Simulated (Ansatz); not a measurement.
**[P2H3]− (SMILES [PH-]P): BLYP/STO-3G**

Aim: the energy change on altering one bond length of [P2H3]− at BLYP/STO-3G, from 2 runs. 

Program for the calculation: Ansatz 0.2.0.

1 further run of the same task is left out (it didn't finish).

### Step 1. The structure to begin with

[P2H3]− has 5 atoms, charge -1, and is taken as a singlet. As SMILES, `[PH-]P`. The shape is that of a GFN2-xTB optimisation. This is one conformer, not always the lowest.

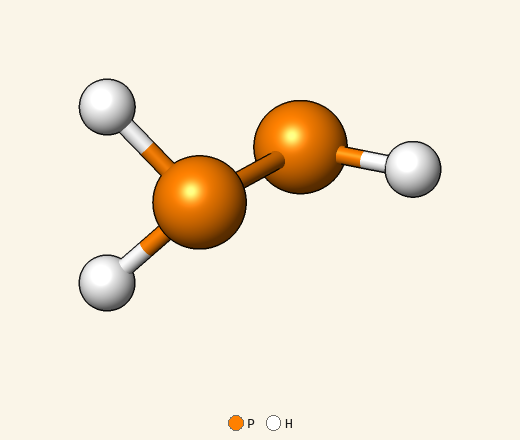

The structure, seen from a chosen angle (phosphorus orange, hydrogen white).

### Step 2. A single-point energy at BLYP/STO-3G

in.yaml

```yaml
crystal:
  periodic: [false, false, false]
  atoms:
    - symbol: P
      position_ang: [0.790170, -1.109400, 0.143810]
    - symbol: P
      position_ang: [-0.477530, 0.546260, 0.076070]
    - symbol: H
      position_ang: [0.279530, -1.462550, 1.364400]
    - symbol: H
      position_ang: [-0.983870, 0.470170, -1.228180]
    - symbol: H
      position_ang: [0.391690, 1.555520, -0.356110]
basis:
  gaussian: {orbitals: STO-3G}
total_charge: -1
hamiltonian: {xc: {name: BLYP}}
accuracy: high
```

Launch:

```bash
$ ansatz run in.yaml --threads 1 --pin off --max-ram 2610MiB --events-out events.jsonl --progress --plain --runs-dir runs
```

Log:

```text
Warning: RAYON_NUM_THREADS=1 ignored (pool sized by the plan → 1); use --threads N
Functional definition: BLYP
  name "BLYP"
  parameter beta = 0.0042
  parameter a = 0.04918
  parameter b = 0.132
  parameter c = 0.2533
  parameter d = 0.349
  exchange = b88_x(beta = beta)
  correlation = lyp_c(a = a, b = b, c = c, d = d)
371 factors; integrals over basis functions are off by at most 3.4e-9 eV
mean field evaluation 1: about -18406.0274 eV, gradient 2.0e1 eV
mean field evaluation 2: about -18403.6263 eV, gradient 3.0e1 eV
mean field evaluation 4: about -18407.6851 eV, gradient 9.7e-1 eV
mean field evaluation 8: about -18407.6652 eV, gradient 2.8e-3 eV
mean field evaluation 16: about -18407.6652 eV, gradient 7.8e-8 eV
mean field -18407.66524753 eV, -676.4692206830 hartree, gradient 7.8e-8 eV, S^2 0.000000; 0 other end points of the search recorded, 0 dependent functions left out
reference -18407.66528313 eV, -676.4692219912 hartree; 17, 17 occupied and 4, 4 virtual orbitals, 371 factors
Total energy: -18407.66528313 eV, -676.4692219912 hartree
```

It took 0.56 s on 1 thread of Intel Xeon 6975P-C (Granite Rapids), shared host.

### Step 3. The distorted shape, same level

run.yaml

```yaml
basis:
  gaussian:
    orbitals: STO-3G
crystal:
  periodic: [false, false, false]
  atoms:
    - {symbol: P, position_ang: [0.917840, -1.021106, -0.161361]}
    - {symbol: P, position_ang: [-0.349860, 0.634554, -0.229101]}
    - {symbol: H, position_ang: [0.279530, -1.462550, 1.364400]}
    - {symbol: H, position_ang: [-0.856200, 0.558464, -1.533351]}
    - {symbol: H, position_ang: [0.519360, 1.643814, -0.661281]}
total_charge: -1
hamiltonian:
  xc: {name: BLYP}
accuracy: high
```

Launch:

```bash
$ ansatz run run.yaml --threads 1 --pin off --max-ram 2610MiB --events-out events.jsonl --progress --plain --runs-dir runs
```

Log, cut to the lines that bear on the results:

```text
Warning: RAYON_NUM_THREADS=1 ignored (pool sized by the plan → 1); use --threads N
[... 9 set-up lines as earlier in the session ...]
371 factors; integrals over basis functions are off by at most 6.8e-9 eV
mean field evaluation 1: about -18405.3533 eV, gradient 2.1e1 eV
mean field evaluation 2: about -18404.2408 eV, gradient 2.5e1 eV
mean field evaluation 4: about -18407.2657 eV, gradient 1.5e0 eV
mean field evaluation 8: about -18407.2406 eV, gradient 1.9e-2 eV
mean field evaluation 16: about -18407.2406 eV, gradient 5.9e-8 eV
mean field -18407.24063442 eV, -676.4536164390 hartree, gradient 5.9e-8 eV, S^2 0.000000; 0 other end points of the search recorded, 0 dependent functions left out
reference -18407.24067057 eV, -676.4536177678 hartree; 17, 17 occupied and 4, 4 virtual orbitals, 371 factors
Total energy: -18407.24067057 eV, -676.4536177678 hartree
```

It took 0.56 s on 1 thread of Intel Xeon 6975P-C (Granite Rapids), shared host.

### Step 4. What came out

Level: BLYP/STO-3G.

| quantity | value |
| --- | --- |
| first shape: total energy | -676.46922 Eh |
| distorted shape: total energy | -676.45362 Eh |
| energy change with the P1–H3 bond stretched from 1.369 to 1.712 Å | 0.425 eV |

What this shows: With the P1–H3 bond stretched from 1.369 to 1.712 Å the energy rises by 0.42 eV (9.8 kcal/mol). The first shape isn't relaxed at this level, so the change isn't measured from a minimum. The minimal basis adds a large error of its own.
